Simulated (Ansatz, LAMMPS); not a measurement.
**Charge trapping in amorphous 59Ga2O3-41P2O5 (mol %) (64 atoms)**

Aim: add and remove one electron in amorphous 59Ga2O3-41P2O5 (mol %) (64 atoms), with atoms held and relaxed, and read trapping energy and localisation.

Program: Ansatz 0.2.0. Level of theory: Kohn-Sham DFT, PBE, PAW (set soft_1), plane waves. Results are calculated unless marked as measured.

**1. Starting point**

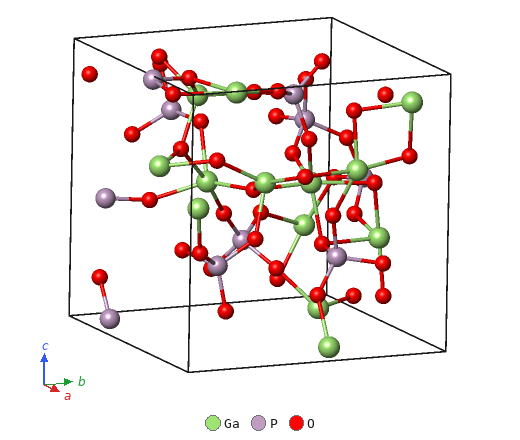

Start, viewed slightly off an axis; gallium green, phosphorus pink, oxygen red. Bonds to atoms that aren't drawn are left out. Some periodic images of atoms are drawn too.

The cell holds 64 atoms: 13 Ga, 9 P and 42 O. Cell: a = 9.208 Å, b = 9.208 Å, c = 9.208 Å, α = 90.0°, β = 90.0°, γ = 90.0°. 64 atoms (13 Fe, 9 P, 42 O) placed at random at 3.33 g/cm³, melted at 5000 K for 10 ps at fixed volume with the Morse and Coulomb pair potential with partial charges (Pedone, Malavasi, Menziani, Cormack and Segre, J. Phys. Chem. B 110, 11780 (2006)). Quenched from 5000 K to 300 K at 100 K/ps and fixed volume, held 10 ps at zero pressure, then minimised at fixed cell. Then Fe was replaced by Ga and the cell scaled by 1.005 (the potential has no terms for the new elements, so the cell is a start for a DFT relaxation).

Limits known from the start: The quench rate of 100 K/ps is many orders above laboratory rates, so the cell is likely richer in defects and strain than a real sample. The network of bonds at the start is that of the classical potential that made the cell, and needn't be the one that DFT or experiment would give. Only the Γ point is sampled, in a cell whose shortest periodic width is 9 Å.

**2. Single point at the start**

The forces at the start show how far the geometry lies from a minimum of this functional.

File input.yaml:

```yaml
crystal:
  lattice:
    - [9.20781, 0.0, 0.0]
    - [0.0, 9.20781, 0.0]
    - [0.0, 0.0, 9.20781]
  atoms:
    - { symbol: Ga, position: [0.42725, 0.28394, 0.86081] }
    - { symbol: Ga, position: [0.96322, 0.86844, 0.90074] }
    - { symbol: Ga, position: [0.0369, 0.89068, 0.26726] }
    - { symbol: Ga, position: [0.96799, 0.04255, 0.58067] }
    - { symbol: Ga, position: [0.5905, 0.92336, 0.33269] }
    - { symbol: Ga, position: [0.9684, 0.56033, 0.04224] }
    - { symbol: Ga, position: [0.83627, 0.24473, 0.95703] }
    - { symbol: Ga, position: [0.3822, 0.34834, 0.53581] }
    - { symbol: Ga, position: [0.42799, 0.76827, 0.05713] }
    - { symbol: Ga, position: [0.63061, 0.04741, 0.66441] }
    - { symbol: Ga, position: [0.92534, 0.67742, 0.66297] }
    - { symbol: Ga, position: [0.76078, 0.39753, 0.60501] }
    - { symbol: Ga, position: [0.57679, 0.66156, 0.54801] }
    - { symbol: P, position: [0.28747, 0.99906, 0.48251] }
    - { symbol: P, position: [0.64483, 0.00859, 0.98266] }
    - { symbol: P, position: [0.21618, 0.56763, 0.27458] }
    - { symbol: P, position: [0.79068, 0.20399, 0.32615] }
    - { symbol: P, position: [0.64894, 0.55481, 0.88896] }
    - { symbol: P, position: [0.08276, 0.34416, 0.73324] }
    - { symbol: P, position: [0.78421, 0.67017, 0.32201] }
    - { symbol: P, position: [0.28868, 0.76765, 0.70857] }
    - { symbol: P, position: [0.20814, 0.06143, 0.0264] }
    - { symbol: O, position: [0.97439, 0.45278, 0.66581] }
    - { symbol: O, position: [0.81866, 0.22594, 0.16616] }
    - { symbol: O, position: [0.38668, 0.92178, 0.37698] }
    - { symbol: O, position: [0.31214, 0.15934, 0.46929] }
    - { symbol: O, position: [0.89057, 0.89612, 0.6903] }
    - { symbol: O, position: [0.33708, 0.64528, 0.19118] }
    - { symbol: O, position: [0.60425, 0.93801, 0.12437] }
    - { symbol: O, position: [0.61676, 0.6773, 0.9923] }
    - { symbol: O, position: [0.6404, 0.13664, 0.35684] }
    - { symbol: O, position: [0.11794, 0.68314, 0.3455] }
    - { symbol: O, position: [0.32559, 0.95255, 0.06673] }
    - { symbol: O, position: [0.62463, 0.88596, 0.54046] }
    - { symbol: O, position: [0.3327, 0.7485, 0.86467] }
    - { symbol: O, position: [0.30905, 0.92356, 0.63568] }
    - { symbol: O, position: [0.91121, 0.66785, 0.87564] }
    - { symbol: O, position: [0.81106, 0.00939, 0.96355] }
    - { symbol: O, position: [0.81412, 0.33799, 0.41724] }
    - { symbol: O, position: [0.06845, 0.20041, 0.65312] }
    - { symbol: O, position: [0.28838, 0.1973, 0.97805] }
    - { symbol: O, position: [0.10509, 0.06729, 0.15519] }
    - { symbol: O, position: [0.02199, 0.32707, 0.88764] }
    - { symbol: O, position: [0.88659, 0.09031, 0.3997] }
    - { symbol: O, position: [0.04012, 0.78891, 0.08178] }
    - { symbol: O, position: [0.27621, 0.46538, 0.39032] }
    - { symbol: O, position: [0.12875, 0.96034, 0.45409] }
    - { symbol: O, position: [0.77906, 0.20046, 0.7034] }
    - { symbol: O, position: [0.12936, 0.73113, 0.6911] }
    - { symbol: O, position: [0.50958, 0.46522, 0.87583] }
    - { symbol: O, position: [0.6861, 0.60011, 0.73166] }
    - { symbol: O, position: [0.82173, 0.63527, 0.48102] }
    - { symbol: O, position: [0.56695, 0.44263, 0.53672] }
    - { symbol: O, position: [0.61882, 0.68935, 0.33357] }
    - { symbol: O, position: [0.83557, 0.57448, 0.20185] }
    - { symbol: O, position: [0.60276, 0.16866, 0.96789] }
    - { symbol: O, position: [0.58369, 0.942, 0.84517] }
    - { symbol: O, position: [0.48645, 0.19571, 0.68603] }
    - { symbol: O, position: [0.38836, 0.67701, 0.61407] }
    - { symbol: O, position: [0.12013, 0.0068, 0.89478] }
    - { symbol: O, position: [0.76102, 0.43967, 0.93208] }
    - { symbol: O, position: [0.12462, 0.4911, 0.15827] }
    - { symbol: O, position: [0.24252, 0.38458, 0.72101] }
    - { symbol: O, position: [0.83613, 0.8261, 0.29738] }
kpoints:
  mp_grid: { grid: [1, 1, 1] }
hamiltonian:
  xc: pbe
  pseudopotentials: { kind: paw, azcp: { folder: soft_1 } }
scf:
  occupations: { method: fixed }
output:
  forces: true
```

Run with:

```
ansatz run input.yaml --threads 4 --pin off --max-ram 8192MiB --backend cpu --events-out ev --progress --plain --runs-dir out
```

Numbers of over 12 decimals in the logs are rounded to 6 here.

Output:

```text
[...]
Pseudopotentials: kind: paw
Pseudopotential: Ga, paw, valence charge 13, recommended cutoff 420 eV (normal), soft_1/Ga.paw.azcp
Pseudopotential: P, paw, valence charge 5, recommended cutoff 420 eV (normal), soft_1/P.paw.azcp
Pseudopotential: O, paw, valence charge 6, recommended cutoff 420 eV (normal), soft_1/O.paw.azcp
[... 5 lines on functional and potentials left out ...]
Crystal: 64 atoms, lattice volume = 780.673 Å³
Basis set: ecut = 420 eV, 15275 PW (Γ), exchange–correlation on 128×128×128 points (8 copies of the dense FFT grid, shifted against one another)
Bands: 297, of which v1, the nominal top of the filled ones, is band 233 counted from 1 (232 counted from 0)
Symmetry: 1 space group operations
Space group: P1 (ITA 1), of the structure as read, at distance tolerance 9.2e-5 Å
k-points: 1
[... 7 lines on functional and potentials left out ...]
Initial density: superposition of atomic densities (chi_scale 0.1, normalization cell, long waves kept (reshape's long-wave potential 0.80 eV rms))
Initial wavefunctions: pseudopotential atomic-orbital guess
[...]
SCF iter   1: F=—  HF=-79854.788891 eV  |F-HF|=—  |Δ(HF+E_count)|=         —  Δρ=1.26e-1  dr2=9.26e1  ethr=3.10e-3  ⟨swp⟩=5.0  Hψ=1047  notcnv=0  defer=62
preconditioner: auto → Resta (q_TF=auto, 2.503 Å⁻¹)  ε∞=3.4  [insulator: Δε(μ)=1.461 eV  Ē_g=18.502 eV  n_scr=202 (ndim 8)  ℏωp=28.7 eV  f_vac=0.082  ε∞_Penn≈3.4]
[...]
SCF iter  13: F=—  HF=-79824.725038 eV  |F-HF|=—  |Δ(HF+E_count)|=   3.57e-8  Δρ=5.21e-6  dr2=2.01e-7  ethr=1.21e-10  ⟨swp⟩=3.0  Hψ=525  notcnv=0  defer=62
SCF iter  14: F=-79824.725038 eV  HF=-79824.725038 eV  |F-HF|=1.63e-8  |Δ(HF+E_count)|=   4.51e-8  Δρ=2.40e-6  dr2=4.20e-8  ethr=2.15e-11  ⟨swp⟩=5.0  Hψ=947  notcnv=0
SCF 1 converged in 14 iterations: F = -79824.725038 eV  dr2 = 4.20e-8
[...]
SCF converged after 14 iterations
Free energy (F): -79824.725038 eV
Harris-Foulkes:  -79824.725038 eV  (|F-HF|=1.63e-8)
Internal energy: -79824.725038 eV  (E = F + TS)
E sigma→0 (E₀):  -79824.725038 eV
Fermi energy:    5.453534 eV
--- Per-component energies (eV) ---
[...]
Σ components = -79824.725038   (vs F -79824.725038, Δ=0.00e0)
--- Forces (eV/Å), atoms counted from 1 ---
  atom   1  Ga     0.66626389    -1.50266036    -0.01313401
  atom   2  Ga     1.13679834     0.36276654     1.61939983
  atom   3  Ga     0.76013626    -1.44008095    -2.03315020
  atom   4  Ga    -0.28087285     1.23584043    -0.05821816
[...]
atom  64  O      0.40957585     1.91435931     0.14454539
  max |Σ_I F_I| component: 4.13e-5 eV/Å
```

Elapsed: 7.5 s, on 4 threads of Arm Neoverse V2, shared host; peak memory 0.92 GiB.

The r.m.s. force at the start is 1.2 eV/Å.

**3. Relaxation**

With the cell held, the atoms are moved downhill towards a nearby minimum.

File input.yaml:

```yaml
crystal:
  lattice:
    - [9.20781, 0.0, 0.0]
    - [0.0, 9.20781, 0.0]
    - [0.0, 0.0, 9.20781]
  atoms:
    [... the 64 atom lines of step 2 ...]
kpoints:
  mp_grid: { grid: [1, 1, 1] }
hamiltonian:
  xc: pbe
  pseudopotentials: { kind: paw, azcp: { folder: soft_1 } }
scf:
  occupations: { method: fixed }
output:
  forces: true
relax:
  f_tol: 0.05
  max_steps: 120
```

Output:

```text
[...]
Crystal: 64 atoms, lattice volume = 780.673 Å³
Basis set: ecut = 420 eV, 15275 PW (Γ), exchange–correlation on 128×128×128 points (8 copies of the dense FFT grid, shifted against one another)
Bands: 297, of which v1, the nominal top of the filled ones, is band 233 counted from 1 (232 counted from 0)
Symmetry: 1 space group operations
[...]
k-points: 1
[...]
SCF iter   1: F=—  HF=-79854.788891 eV  |F-HF|=—  |Δ(HF+E_count)|=         —  Δρ=1.26e-1  dr2=9.26e1  ethr=3.10e-3  ⟨swp⟩=5.0  Hψ=1047  notcnv=0  defer=62
[...]
SCF iter  10: F=-79824.725032 eV  HF=-79824.725041 eV  |F-HF|=8.55e-6  |Δ(HF+E_count)|=   7.99e-6  Δρ=3.76e-5  dr2=1.39e-5  ethr=1.34e-8  ⟨swp⟩=3.0  Hψ=985  notcnv=0
SCF 1 converged in 10 iterations: F = -79824.725032 eV  dr2 = 1.39e-5
[...]
relax step   1: F+E_penalty+E_count = -79824.72503215 eV  Δ(F+E_penalty+E_count) = +0.000e0 eV  max|allowed force component| = 2.781e0 eV/Å  Δτ_max = 0.0000 Å  (10 SCF iters, dr2 threshold 6.25e-5 eV, accepted)
[...]
relax step   2: F+E_penalty+E_count = -79828.12765970 eV  Δ(F+E_penalty+E_count) = -3.403e0 eV  max|allowed force component| = 1.782e0 eV/Å  Δτ_max = 0.1685 Å  (8 SCF iters, dr2 threshold 1.00e-4 eV, accepted)
[...]
relax step   3: F+E_penalty+E_count = -79829.93752639 eV  Δ(F+E_penalty+E_count) = -1.810e0 eV  max|allowed force component| = 1.339e0 eV/Å  Δτ_max = 0.1964 Å  (8 SCF iters, dr2 threshold 1.00e-4 eV, accepted)
relax step   4: F+E_penalty+E_count = -79830.73247785 eV  Δ(F+E_penalty+E_count) = -7.950e-1 eV  max|allowed force component| = 6.333e-1 eV/Å  Δτ_max = 0.2000 Å  (7 SCF iters, dr2 threshold 1.00e-4 eV, accepted)
relax step   5: F+E_penalty+E_count = -79831.13207119 eV  Δ(F+E_penalty+E_count) = -3.996e-1 eV  max|allowed force component| = 3.953e-1 eV/Å  Δτ_max = 0.2000 Å  (7 SCF iters, dr2 threshold 8.97e-5 eV, accepted)
relax step   6: F+E_penalty+E_count = -79831.35412773 eV  Δ(F+E_penalty+E_count) = -2.221e-1 eV  max|allowed force component| = 2.024e-1 eV/Å  Δτ_max = 0.2000 Å  (7 SCF iters, dr2 threshold 3.50e-5 eV, accepted)
relax step   7: F+E_penalty+E_count = -79831.37124580 eV  Δ(F+E_penalty+E_count) = -1.712e-2 eV  max|allowed force component| = 1.628e-1 eV/Å  Δτ_max = 0.1125 Å  (7 SCF iters, dr2 threshold 1.07e-5 eV, accepted)
relax step   8: F+E_penalty+E_count = -79831.37982042 eV  Δ(F+E_penalty+E_count) = -8.575e-3 eV  max|allowed force component| = 1.942e-1 eV/Å  Δτ_max = 0.0456 Å  (7 SCF iters, dr2 threshold 6.95e-6 eV, accepted)
relax step   9: F+E_penalty+E_count = -79831.39509163 eV  Δ(F+E_penalty+E_count) = -1.527e-2 eV  max|allowed force component| = 7.781e-2 eV/Å  Δτ_max = 0.0713 Å  (6 SCF iters, dr2 threshold 2.44e-5 eV, accepted)
[...]
relax step  10: F+E_penalty+E_count = -79831.39883105 eV  Δ(F+E_penalty+E_count) = -3.739e-3 eV  max|allowed force component| = 4.240e-2 eV/Å  Δτ_max = 0.0642 Å  (9 SCF iters, accepted)
SCF converged after 9 iterations
Free energy (F): -79831.398831 eV
[...]
Internal energy: -79831.398831 eV  (E = F + TS)
E sigma→0 (E₀):  -79831.398831 eV
Fermi energy:    4.666697 eV
[...]
--- Forces (eV/Å), atoms counted from 1 ---
  atom   1  Ga     0.01853714    -0.00986180    -0.00461241
  atom   2  Ga    -0.01013197    -0.00593861    -0.02673152
  atom   3  Ga    -0.01834568     0.00220212     0.02683146
  atom   4  Ga     0.00263385    -0.02140573    -0.01990151
  atom   5  Ga    -0.00962565     0.00395928     0.00957108
  atom   6  Ga    -0.01143673    -0.00943530    -0.01749114
  atom   7  Ga    -0.01154940     0.00859216     0.02105922
  atom   8  Ga     0.03793643     0.00591520    -0.00009003
  atom   9  Ga     0.00581458    -0.01169291     0.01543796
  atom  10  Ga    -0.00749330    -0.02447547    -0.02619868
  atom  11  Ga    -0.03402929     0.00317020     0.01791191
  atom  12  Ga    -0.02640406     0.00784622    -0.03621000
  atom  13  Ga     0.00394432     0.00457299     0.00007998
  atom  14  P      0.01286192    -0.01262789    -0.02571010
[...]
atom  63  O     -0.00775769    -0.01241906     0.00563139
  atom  64  O      0.03297649     0.02317416     0.00101459
  max |Σ_I F_I| component: 2.68e-5 eV/Å
--- Relaxed structure (10 steps of the walk, 10 accepted, 0 SCFs on fresh bases) ---
  F+E_penalty+E_count = -79831.39883105 eV   max|allowed force component| = 4.240e-2 eV/Å
  atoms:
    - { symbol: Ga, position: [0.446667, 0.255928, 0.898450] }
    - { symbol: Ga, position: [0.979019, 0.884600, 0.900378] }
    - { symbol: Ga, position: [0.067991, 0.879132, 0.269724] }
    - { symbol: Ga, position: [0.918650, 0.052128, 0.588564] }
[...]
- { symbol: O, position: [0.871822, 0.841200, 0.342037] }
```

Elapsed: 50 s, on 4 threads; peak memory 0.93 GiB.

The relaxation converged after 10 steps, 6.67 eV below its start, with a largest force component of 0.042 eV/Å.

[end of part 1 of 4]

[Logs are printed without paths, hosts, clocks, repeated set-up lines and the standing remarks that a program may print on its own settings, such as how far it seeks lower states.]

[Hosts, paths, dates, database ids (printed as entryN), source tags and the programs' standing remarks are cut or masked in the printed files.]
